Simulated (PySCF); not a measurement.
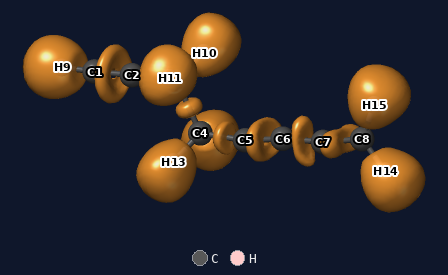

Figure. C8H7 (SMILES C#CCCC#C[C]=C) (doublet). Isosurface of the electron localisation function at 0.85 (orange), seen at a tilt. Only the valence region is drawn (cores and ρ < 0.01 e/Å³ removed).

Geometry: GFN2-xTB.

The calculation used UKS B3LYP, pcH-1 on C H, non-relativistic, mean-field spin-orbit, GIAO in PySCF 2.14.0, density-fitted response routines.

```xyz
15

C     4.1557   -0.3012    0.0075
C     2.9784   -0.3415    0.2187
C     1.5478   -0.3590    0.4293
C     0.8153    0.3731   -0.7207
C    -0.6084    0.3786   -0.5170
C    -1.7840    0.2543   -0.1683
C    -3.0657    0.2110    0.0951
C    -4.2930    0.0624    0.4841
H     5.1913   -0.2796   -0.1563
H     1.1988   -1.3942    0.4828
H     1.3141    0.1301    1.3793
H     1.0488   -0.1216   -1.6696
H     1.1829    1.4036   -0.7800
H    -5.1144    0.5875    0.0136
H    -4.5719   -0.5956    1.3003
```

Identify the bonds, lone pairs and shells in this picture.

At this value the surface marks out seven regions between bonded C–C atoms (shared pairs) and seven regions around hydrogen nuclei. Along the contacts the grid gives the following. C–C (1.20 Å): the ELF peaks at about 0.85 between the atoms: a multiple bond. C–H (1.05 Å): the ELF climbs to about 1 towards the hydrogen, as it does in any bond to H: a covalent bond by its length.
